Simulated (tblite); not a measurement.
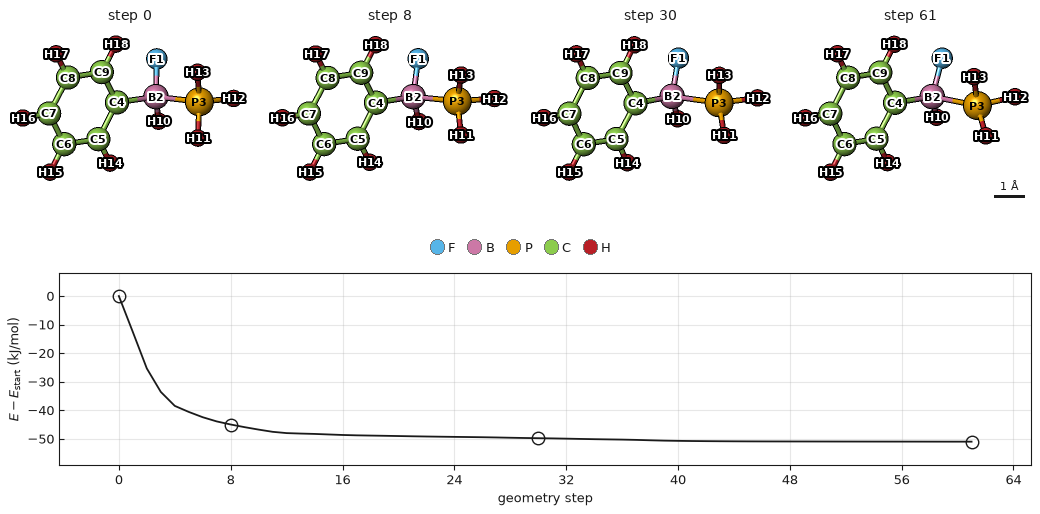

Frames of a relaxation of C₆H₉BFP, marked on the history of the run. The picture is a ball-and-stick view, seen at a tilt.

The calculation used GFN2-xTB geometry optimisation, gas phase (tblite 0.8.0). 

Question: Describe the path.

Answer: Over 61 geometry steps the energy falls by 51.0 kJ/mol. The atom that moves furthest after the best rigid fit is H11 (0.34 Å). Largest moves by element: H 0.34 Å, F 0.25 Å, B 0.24 Å, P 0.15 Å, C 0.12 Å. Near-neighbour distances that change, for instance: B2–P3 1.904 → 2.071 Å, F1–B2 1.448 → 1.389 Å, P3–H13 1.413 → 1.379 Å, C4–C5 1.421 → 1.394 Å. Among the angles between lasting bonds that change: B2–P3–H11 109.3° → 132.2°, F1–B2–P3 109.5° → 94.3°, H12–P3–H13 110.2° → 96.5°. From step 0 to 8: H12 moves most (0.18 Å), energy −45.0 kJ/mol. From step 8 to 30: H12 moves most (0.17 Å), energy −4.79 kJ/mol. From step 30 to 61: H13 moves most (0.20 Å), energy −1.22 kJ/mol.

```json
{"step": "0", "E − E(0), kJ/mol": "0.00"}
{"step": "1", "E − E(0), kJ/mol": "-12.58"}
{"step": "2", "E − E(0), kJ/mol": "-25.35"}
{"step": "3", "E − E(0), kJ/mol": "-33.55"}
{"step": "4", "E − E(0), kJ/mol": "-38.45"}
{"step": "5", "E − E(0), kJ/mol": "-40.56"}
{"step": "6", "E − E(0), kJ/mol": "-42.42"}
{"step": "7", "E − E(0), kJ/mol": "-43.89"}
{"step": "8", "E − E(0), kJ/mol": "-44.97"}
{"step": "9", "E − E(0), kJ/mol": "-45.90"}
{"step": "10", "E − E(0), kJ/mol": "-46.75"}
{"step": "13", "E − E(0), kJ/mol": "-48.14"}
{"step": "15", "E − E(0), kJ/mol": "-48.45"}
{"step": "18", "E − E(0), kJ/mol": "-48.84"}
{"step": "21", "E − E(0), kJ/mol": "-49.10"}
{"step": "23", "E − E(0), kJ/mol": "-49.24"}
{"step": "26", "E − E(0), kJ/mol": "-49.42"}
{"step": "29", "E − E(0), kJ/mol": "-49.69"}
{"step": "31", "E − E(0), kJ/mol": "-49.83"}
{"step": "34", "E − E(0), kJ/mol": "-50.11"}
{"step": "37", "E − E(0), kJ/mol": "-50.36"}
{"step": "40", "E − E(0), kJ/mol": "-50.69"}
{"step": "42", "E − E(0), kJ/mol": "-50.80"}
{"step": "45", "E − E(0), kJ/mol": "-50.88"}
{"step": "48", "E − E(0), kJ/mol": "-50.91"}
{"step": "50", "E − E(0), kJ/mol": "-50.92"}
{"step": "53", "E − E(0), kJ/mol": "-50.94"}
{"step": "56", "E − E(0), kJ/mol": "-50.96"}
{"step": "58", "E − E(0), kJ/mol": "-50.97"}
{"step": "61", "E − E(0), kJ/mol": "-50.98"}
```
